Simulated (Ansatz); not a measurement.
**GeNH4Cl (SMILES [NH2][GeH2][Cl]): BCCD(T)/cc-pVDZ**

What is the energy change on altering one bond length of GeNH4Cl at BCCD(T)/cc-pVDZ? 

The calculation is run with Ansatz 0.2.0.

68 further runs of the same task are left out: 68 set aside as unsound or not needed.

## 1. Starting point

GeNH4Cl: 7 atoms, total charge 0, spin state singlet. As SMILES, `[NH2][GeH2][Cl]`. The shape is that of a PBE0-D4/def2-TZVP optimisation. This is one conformer, not always the lowest.

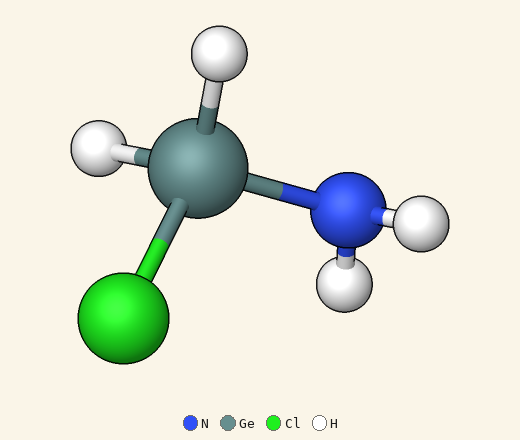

Viewed from a chosen angle; nitrogen blue, germanium teal, chlorine green, hydrogen white.

## 2. A single-point energy at BCCD(T)/cc-pVDZ

The input, job.yaml:

```yaml
crystal:
  periodic: [false, false, false]
  atoms:
    - {symbol: "N", position_ang: [-0.792900, 0.515500, -0.722700]}
    - {symbol: Ge, position_ang: [0.579900, 0.003300, 0.353200]}
    - {symbol: Cl, position_ang: [0.394500, -2.054600, 1.034500]}
    - {symbol: H, position_ang: [-1.700900, 0.526800, -0.279600]}
    - {symbol: H, position_ang: [-0.858900, 0.014700, -1.597700]}
    - {symbol: H, position_ang: [0.559300, 0.864900, 1.617200]}
    - {symbol: H, position_ang: [1.880200, 0.061300, -0.450600]}
basis:
  gaussian:
    orbitals: cc-pVDZ
correlation:
  method: bccd_t
  frozen_orbitals: {Cl: 5, Ge: 9, H: 0, "N": 1}
accuracy: high
scf:
  omitted_lower_state_checks: [cluster_reference, increment]
```

Launch:

```sh
$ ansatz run job.yaml --threads 1 --pin off --max-ram 3480MiB --events-out events.jsonl --progress --plain --runs-dir runs
```

The program printed (excerpt; [...] marks lines left out):

```text
Warning: RAYON_NUM_THREADS=1 ignored (pool sized by the plan → 1); use --threads N
Functional definition: HF
  name "HF"
[...]
1818 factors; integrals over basis functions are off by at most 4.5e-9 eV
[...]
mean field -70523.06802244 eV, -2591.6749475722 hartree, gradient 2.7e-8 eV, S^2 0.000000; 0 other end points of the search recorded, 0 dependent functions left out
15 core orbitals not correlated: weight in the atoms' cores, before any rotation towards them, 1.000 or more for the frozen orbitals, at most 0.000 for the correlated occupied ones
reference -70523.06802244 eV, -2591.6749475722 hartree; 15, 15 occupied and 49, 49 virtual orbitals, 1818 factors
second order -11.56641435 eV of doubles, -0.00000000 eV of singles
cycle   1  -12.23445706 eV  change   -6.7e-1 eV  update   7.4e-2
[...]
cycle  20  -12.56825355 eV  change   8.3e-11 eV  update   2.2e-9
perturbative correction -0.32397615 eV, -0.0119059039 hartree
Total energy: -70535.96025214 eV, -2592.1487282751 hartree
Checks for a lower state left out: cluster_reference, increment
```

Run time: 20 s. Hardware: 1 thread of Arm Neoverse V1, shared host; peak memory 0.47 GiB.

## 3. The distorted shape at the same level

The input, input.yaml:

```yaml
crystal:
  periodic: [false, false, false]
  atoms:
    - {symbol: N, position_ang: [-1.443071, 0.486499, -0.320787]}
    - {symbol: Ge, position_ang: [-0.070271, -0.025701, 0.755113]}
    - {symbol: Cl, position_ang: [-0.255671, -2.083601, 1.436413]}
    - {symbol: H, position_ang: [-2.351071, 0.497799, 0.122313]}
    - {symbol: H, position_ang: [-1.509071, -0.014301, -1.195787]}
    - {symbol: H, position_ang: [-0.090871, 0.835899, 2.019113]}
    - {symbol: H, position_ang: [1.880200, 0.061300, -0.450600]}
basis:
  gaussian: {orbitals: cc-pVDZ}
total_charge: 0
correlation: {method: bccd_t, frozen_orbitals: {Cl: 5, Ge: 9, H: 0, "N": 1}}
accuracy: high
scf: {omitted_lower_state_checks: [cluster_reference, increment]}
```

Launch:

```sh
$ ansatz run input.yaml --threads 1 --pin off --max-ram 3480MiB --events-out events.jsonl --progress --plain --runs-dir runs
```

The program printed (excerpt; [...] marks lines left out):

```text
Warning: RAYON_NUM_THREADS=1 ignored (pool sized by the plan → 1); use --threads N
Functional definition: HF
  name "HF"
[...]
1807 factors; integrals over basis functions are off by at most 4.4e-9 eV
[...]
mean field -70520.75909248 eV, -2591.5900959614 hartree, gradient 2.8e-8 eV, S^2 0.000000; 0 other end points of the search recorded, 0 dependent functions left out; unrestricted orbitals would lower it
15 core orbitals not correlated: weight in the atoms' cores, before any rotation towards them, 1.000 or more for the frozen orbitals, at most 0.000 for the correlated occupied ones
reference -70520.75909248 eV, -2591.5900959614 hartree; 15, 15 occupied and 49, 49 virtual orbitals, 1807 factors
second order -11.71122706 eV of doubles, -0.00000000 eV of singles
cycle   1  -12.41903799 eV  change   -7.1e-1 eV  update   9.0e-2
[...]
cycle  24  -12.86384519 eV  change   2.0e-10 eV  update  7.6e-10
perturbative correction -0.37846515 eV, -0.0139083378 hartree
Total energy: -70534.00140282 eV, -2592.0767418905 hartree
Checks for a lower state left out: cluster_reference, increment
```

It took 21 s on 1 thread of Arm Neoverse V1, shared host; peak memory 0.47 GiB.

## 4. Outcome

At BCCD(T)/cc-pVDZ, 15 core orbitals frozen:

| quantity | value |
| --- | --- |
| first shape: total energy | -2592.14873 Eh |
| first shape: correlation energy (15 core orbitals frozen) | -473.8 mEh |
| first shape: (T) correction | -11.91 mEh |
| distorted shape: total energy | -2592.07674 Eh |
| distorted shape: correlation energy (15 core orbitals frozen) | -486.6 mEh |
| distorted shape: (T) correction | -13.91 mEh |
| energy change with the Ge2–H7 bond stretched from 1.530 to 2.295 Å | 1.959 eV |

What this shows: With the Ge2–H7 bond stretched from 1.530 to 2.295 Å the energy rises by 1.96 eV (45 kcal/mol). The first shape isn't relaxed at this level, so the change isn't measured from a minimum. A restricted reference can't describe the breaking bond well at this length. The triples (first shape) make up 2.5 % of the correlation energy. The restricted solution (distorted shape) is unstable to spin breaking: an unrestricted one lies lower. The triples (distorted shape) make up 2.9 % of the correlation energy.
